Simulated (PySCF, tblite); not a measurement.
# C₆H₅ClO: a rotation path, then NMR shifts on frames, part 2 of 2

tblite 0.8.0 and PySCF 2.14.0. Atoms count from 0. Earlier steps stand in the parts before.

## (5) Nuclear shieldings: image 4, PBE0/pcSseg-1

Job settings and geometry (Å):

```
{"job": {"kind": "nmr", "xc": "PBE0", "basis": "pcSseg-1", "pop": false}, "charge": 0, "multiplicity": 1}
C      0.430600    -1.849000     0.892200
C     -0.095300    -0.935000     0.074500
C      0.294700     0.416000     0.172500
C      0.565300     1.594500     0.182800
C      0.910200     2.973700     0.237400
O      1.708000     3.465700     0.992400
C     -1.114500    -1.274500    -0.985100
Cl    -1.689900     0.172000    -1.863400
H      0.157500    -2.888700     0.842600
H      1.155400    -1.566300     1.635400
H      0.353100     3.577000    -0.508800
H     -1.994800    -1.741500    -0.541700
H     -0.684800    -1.943400    -1.732100
```

Level: GIAO PBE0/pcSseg-1 NMR shielding, non-relativistic, gas phase.

The log of the run:

```text
coarse grid: 12328 points
cycle   1  E = -766.2052976834  dE =  1.307e+00  |g| = 7.844e-01  |ddm| = 3.742e+00
cycle   2  E = -765.7794920514  dE =  4.258e-01  |g| = 1.643e+00  |ddm| = 3.297e+00
cycle   3  E = -766.3283983203  dE = -5.489e-01  |g| = 1.603e-01  |ddm| = 2.598e+00
cycle   4  E = -766.3337606072  dE = -5.362e-03  |g| = 8.155e-02  |ddm| = 2.892e-01
cycle   5  E = -766.3351011018  dE = -1.340e-03  |g| = 3.653e-02  |ddm| = 9.509e-02
cycle   6  E = -766.3353825581  dE = -2.815e-04  |g| = 1.301e-02  |ddm| = 3.974e-02
cycle   7  E = -766.3354232796  dE = -4.072e-05  |g| = 3.330e-03  |ddm| = 1.296e-02
cycle   8  E = -766.3354256446  dE = -2.365e-06  |g| = 9.935e-04  |ddm| = 4.193e-03
final grid: 117064 points
cycle   9  E = -766.3936358961  dE = -1.403e-05  |g| = 1.180e-02  |ddm| = 6.196e-02
cycle  10  E = -766.3935547589  dE =  8.114e-05  |g| = 2.326e-02  |ddm| = 3.473e-02
cycle  11  E = -766.3936633062  dE = -1.085e-04  |g| = 2.294e-03  |ddm| = 2.431e-02
cycle  12  E = -766.3936643632  dE = -1.057e-06  |g| = 6.053e-04  |ddm| = 2.507e-03
cycle  13  E = -766.3936644313  dE = -6.808e-08  |g| = 2.471e-04  |ddm| = 6.703e-04
cycle  14  E = -766.3936644459  dE = -1.459e-08  |g| = 7.763e-05  |ddm| = 2.560e-04
cycle  15  E = -766.3936644474  dE = -1.482e-09  |g| = 1.137e-05  |ddm| = 1.074e-04
cycle  16  E = -766.3936644474  dE = -3.229e-11  |g| = 3.905e-06  |ddm| = 2.140e-05
converged SCF energy = -766.3936644474

GIAO shielding tensors (ppm)
atom      isotropic    diamagn.    paramagn.     s11        s22        s33       span
  0 C       48.133     250.463    -202.330    -74.735     56.222    162.912    237.647
  1 C       51.051     264.011    -212.960    -59.302     73.329    139.127    198.428
  2 C       89.002     251.326    -162.324     22.120     24.245    220.640    198.520
  3 C       85.455     260.370    -174.915      9.933     31.674    214.759    204.826
  4 C        6.058     250.261    -244.204    -87.022      1.618    103.577    190.599
  5 O     -415.111     397.705    -812.816  -1153.597   -498.183    406.448   1560.046
  6 C      137.529     244.234    -106.705    108.258    140.081    164.248     55.990
  7 Cl     845.973    1146.493    -300.520    647.048    826.368   1064.504    417.455
  8 H       25.730      29.459      -3.728     21.780     25.057     30.354      8.573
  9 H       25.115      30.493      -5.377     21.372     23.888     30.087      8.715
 10 H       21.920      27.279      -5.359     19.036     21.069     25.655      6.619
 11 H       27.376      27.888      -0.512     21.160     27.231     33.738     12.578
 12 H       27.367      27.761      -0.394     21.166     27.188     33.748     12.582
```

It took 18 s on 1 thread of Intel Xeon Platinum 8488C, shared host; peak memory 0.88 GiB.

Key values: δ C4 180.9, C0 138.8, C1 135.9, C3 101.5, H10 9.80, H9 6.60 ppm.

## (6) Shielding tensors: image 6, PBE0/pcSseg-1

Job settings and geometry (Å):

```
{"job": {"kind": "nmr", "xc": "PBE0", "basis": "pcSseg-1", "pop": false}, "charge": 0, "multiplicity": 1}
C      0.536100    -1.865500     0.786800
C     -0.086500    -0.938600     0.057400
C      0.251300     0.425500     0.190500
C      0.502700     1.607600     0.229000
C      0.835400     2.989100     0.314000
O      1.690900     3.459100     1.017900
C     -1.175400    -1.257500    -0.929000
Cl    -1.146900    -0.117200    -2.309500
H      0.296800    -2.911300     0.704200
H      1.298500    -1.589500     1.494300
H      0.211200     3.616800    -0.355000
H     -2.159600    -1.156700    -0.467500
H     -1.058700    -2.261400    -1.334600
```

Method: GIAO PBE0/pcSseg-1 NMR shielding, non-relativistic, gas phase.

The log of the run:

```text
coarse grid: 12328 points
cycle   1  E = -766.2086092324  dE =  1.302e+00  |g| = 7.840e-01  |ddm| = 3.731e+00
cycle   2  E = -765.7815470060  dE =  4.271e-01  |g| = 1.645e+00  |ddm| = 3.310e+00
cycle   3  E = -766.3315665294  dE = -5.500e-01  |g| = 1.587e-01  |ddm| = 2.608e+00
cycle   4  E = -766.3368328817  dE = -5.266e-03  |g| = 8.051e-02  |ddm| = 2.869e-01
cycle   5  E = -766.3381424776  dE = -1.310e-03  |g| = 3.598e-02  |ddm| = 9.639e-02
cycle   6  E = -766.3384132942  dE = -2.708e-04  |g| = 1.287e-02  |ddm| = 3.856e-02
cycle   7  E = -766.3384530120  dE = -3.972e-05  |g| = 3.284e-03  |ddm| = 1.310e-02
cycle   8  E = -766.3384553263  dE = -2.314e-06  |g| = 9.553e-04  |ddm| = 4.192e-03
final grid: 117064 points
cycle   9  E = -766.3968922268  dE = -1.464e-05  |g| = 1.184e-02  |ddm| = 6.084e-02
cycle  10  E = -766.3968120499  dE =  8.018e-05  |g| = 2.317e-02  |ddm| = 3.492e-02
cycle  11  E = -766.3969199102  dE = -1.079e-04  |g| = 2.396e-03  |ddm| = 2.433e-02
cycle  12  E = -766.3969210710  dE = -1.161e-06  |g| = 5.996e-04  |ddm| = 2.577e-03
cycle  13  E = -766.3969211378  dE = -6.679e-08  |g| = 2.474e-04  |ddm| = 6.823e-04
cycle  14  E = -766.3969211523  dE = -1.444e-08  |g| = 7.961e-05  |ddm| = 2.646e-04
cycle  15  E = -766.3969211538  dE = -1.549e-09  |g| = 1.200e-05  |ddm| = 1.093e-04
cycle  16  E = -766.3969211538  dE = -3.547e-11  |g| = 4.957e-06  |ddm| = 2.232e-05
converged SCF energy = -766.3969211538

GIAO shielding tensors (ppm)
atom      isotropic    diamagn.    paramagn.     s11        s22        s33       span
  0 C       47.156     250.706    -203.551    -73.147     55.637    158.978    232.125
  1 C       50.634     264.056    -213.422    -60.221     68.801    143.322    203.542
  2 C       89.439     252.121    -162.681     22.276     23.983    222.059    199.783
  3 C       86.730     260.431    -173.701      9.196     31.286    219.708    210.512
  4 C        6.055     250.216    -244.161    -87.160      1.828    103.497    190.657
  5 O     -416.157     397.787    -813.943  -1153.421   -500.717    405.667   1559.088
  6 C      134.815     243.861    -109.046    107.120    139.124    158.200     51.080
  7 Cl     837.859    1146.387    -308.527    645.715    797.484   1070.380    424.665
  8 H       25.617      29.585      -3.968     21.697     25.026     30.127      8.430
  9 H       25.280      30.545      -5.265     21.516     24.127     30.197      8.681
 10 H       21.965      27.176      -5.211     19.125     21.102     25.668      6.543
 11 H       27.330      27.659      -0.328     21.755     26.644     33.593     11.838
 12 H       27.543      28.433      -0.889     21.733     27.226     33.671     11.938
```

Run time: 18 s. Hardware: 1 thread of Intel Xeon Platinum 8488C, shared host; peak memory 0.88 GiB.

This run: δ C4 180.9, C0 139.8, C1 136.3, C3 100.2, H10 9.75, H9 6.44 ppm.

## (7) NMR shieldings: image 8, PBE0/pcSseg-1

Job settings and geometry (Å):

```
{"job": {"kind": "nmr", "xc": "PBE0", "basis": "pcSseg-1", "pop": false}, "charge": 0, "multiplicity": 1}
C      0.625900    -1.869200     0.648300
C     -0.085500    -0.918200     0.040600
C      0.235600     0.448800     0.198500
C      0.467800     1.632100     0.288700
C      0.772800     3.017100     0.417200
O      1.593300     3.487300     1.161000
C     -1.239500    -1.215800    -0.867800
Cl    -0.775300    -0.829700    -2.561900
H      0.393600    -2.912600     0.520300
H      1.456500    -1.624000     1.287300
H      0.161800     3.649800    -0.258600
H     -2.104500    -0.594100    -0.635800
H     -1.506900    -2.270900    -0.839300
```

With the program's defaults for keys left out, this is: GIAO PBE0/pcSseg-1 NMR shielding, non-relativistic, gas phase.

The log of the run:

```text
coarse grid: 12328 points
cycle   1  E = -766.2127377022  dE =  1.288e+00  |g| = 7.833e-01  |ddm| = 3.720e+00
cycle   2  E = -765.7815739419  dE =  4.312e-01  |g| = 1.651e+00  |ddm| = 3.313e+00
cycle   3  E = -766.3357355926  dE = -5.542e-01  |g| = 1.545e-01  |ddm| = 2.604e+00
cycle   4  E = -766.3406991696  dE = -4.964e-03  |g| = 7.894e-02  |ddm| = 2.723e-01
cycle   5  E = -766.3419667555  dE = -1.268e-03  |g| = 3.478e-02  |ddm| = 9.530e-02
cycle   6  E = -766.3422175231  dE = -2.508e-04  |g| = 1.258e-02  |ddm| = 3.700e-02
cycle   7  E = -766.3422552567  dE = -3.773e-05  |g| = 3.228e-03  |ddm| = 1.258e-02
cycle   8  E = -766.3422575104  dE = -2.254e-06  |g| = 9.076e-04  |ddm| = 3.980e-03
final grid: 117064 points
cycle   9  E = -766.4007931558  dE = -1.559e-05  |g| = 1.186e-02  |ddm| = 6.384e-02
cycle  10  E = -766.4007134849  dE =  7.967e-05  |g| = 2.312e-02  |ddm| = 3.463e-02
cycle  11  E = -766.4008209622  dE = -1.075e-04  |g| = 2.417e-03  |ddm| = 2.411e-02
cycle  12  E = -766.4008221498  dE = -1.188e-06  |g| = 5.899e-04  |ddm| = 2.578e-03
cycle  13  E = -766.4008222155  dE = -6.569e-08  |g| = 2.393e-04  |ddm| = 6.716e-04
cycle  14  E = -766.4008222288  dE = -1.332e-08  |g| = 8.139e-05  |ddm| = 2.582e-04
cycle  15  E = -766.4008222304  dE = -1.597e-09  |g| = 1.363e-05  |ddm| = 1.053e-04
cycle  16  E = -766.4008222304  dE = -4.025e-11  |g| = 6.526e-06  |ddm| = 2.441e-05
converged SCF energy = -766.4008222304

GIAO shielding tensors (ppm)
atom      isotropic    diamagn.    paramagn.     s11        s22        s33       span
  0 C       42.695     251.346    -208.652    -76.317     50.891    153.510    229.827
  1 C       51.078     263.529    -212.451    -63.531     62.793    153.972    217.503
  2 C       88.088     252.407    -164.319     18.909     23.208    222.148    203.239
  3 C       90.083     260.023    -169.941     12.413     31.396    226.439    214.026
  4 C        6.299     250.420    -244.121    -87.272      2.762    103.407    190.679
  5 O     -416.800     397.769    -814.569  -1153.111   -502.932    405.642   1558.753
  6 C      131.941     243.164    -111.223    110.304    136.769    148.749     38.446
  7 Cl     805.002    1145.947    -340.945    594.427    748.373   1072.206    477.779
  8 H       25.357      29.784      -4.426     21.193     24.892     29.988      8.795
  9 H       25.313      30.658      -5.345     21.648     24.315     29.976      8.329
 10 H       22.007      27.156      -5.148     19.228     21.134     25.660      6.432
 11 H       27.406      27.932      -0.527     23.120     26.153     32.943      9.823
 12 H       27.592      28.838      -1.245     22.412     26.832     33.533     11.121
```

It took 18 s on 1 thread of Intel Xeon Platinum 8488C, shared host; peak memory 0.88 GiB.

In short: δ C4 180.6, C0 144.2, C1 135.8, C2 98.8, H10 9.71, H9 6.40 ppm.

## (8) Side by side: NMR shifts

Shifts (ppm) of some atoms, chosen among heavy atoms and hydrogens apart, with basis size and wall time:

```tsv
frame	C0	C3	C6	H8	H12	O5	Cl7	functions	time
image 0	144.9	96.8	54.8	6.38	4.30	753.4	148	168	24 s
image 2	140.2	99.7	52.9	6.14	4.39	752.6	116	168	18 s
image 4	138.8	101.5	49.4	5.99	4.35	751.2	104	168	18 s
image 6	139.8	100.2	52.1	6.10	4.17	752.2	112	168	18 s
image 8	144.2	96.8	55.0	6.36	4.12	752.9	145	168	18 s
```

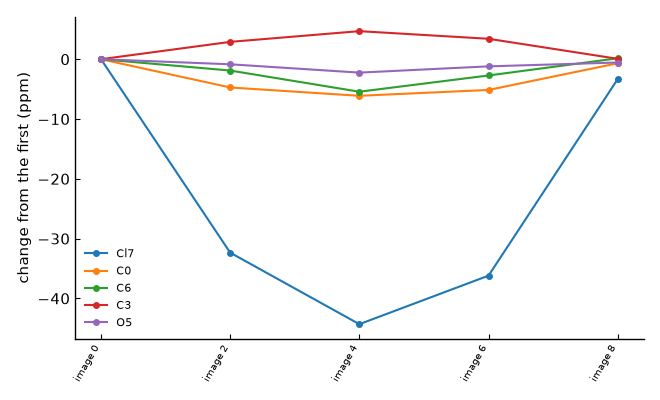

How five of the tabulated atoms move from run to run.

## (9) Results

The summary covers parts 1 to 2.

| quantity | value |
| --- | --- |
| barrier | 0.077 eV (1.8 kcal/mol) at image 4 |
| end to end (GFN2-xTB) | 0.000 eV |
| 13C shifts against TMS (PBE0/pcSseg-1, image 0) | 180.6, 144.9, 135.9, 98.8, 96.8, 54.8 ppm |
| 1H shifts against TMS (PBE0/pcSseg-1, image 0) | 9.69, 6.43, 6.38, 4.30, 4.14 ppm |
| 17O shifts against H2O (PBE0/pcSseg-1, image 0) | 753.4 ppm |
| 35Cl shifts against HCl (PBE0/pcSseg-1, image 0) | 148 ppm |
| surface potential, 1st and 99th percentile | -1.56 V and 1.50 V |
| range of the shift of Cl7 | 104 to 148 ppm |

In words: Along the band the dihedral turns by 140°, and the top (dihedral -3°) lies 1.8 kcal/mol above the start (GFN2-xTB, rough), so at room temperature this motion is fast. The top was not checked by a frequency run. Shifts at one fixed geometry are not the observed spectrum, which averages over the motion. In the first frame run (image 0): The largest span, 1558 ppm, is at O5, where the paramagnetic term is -815 ppm. By nearest atom (PBE0/pcSseg-1), the HOMO sits on C0, C3 about 25 % each; C1, C2 about 14 % each and the LUMO on C0, C2, C4 about 17 % each; O5 17 %. In ppm, Cl7 moves most: its shift spreads over 44 ppm, from 104 (image 4) to 148 (image 0).
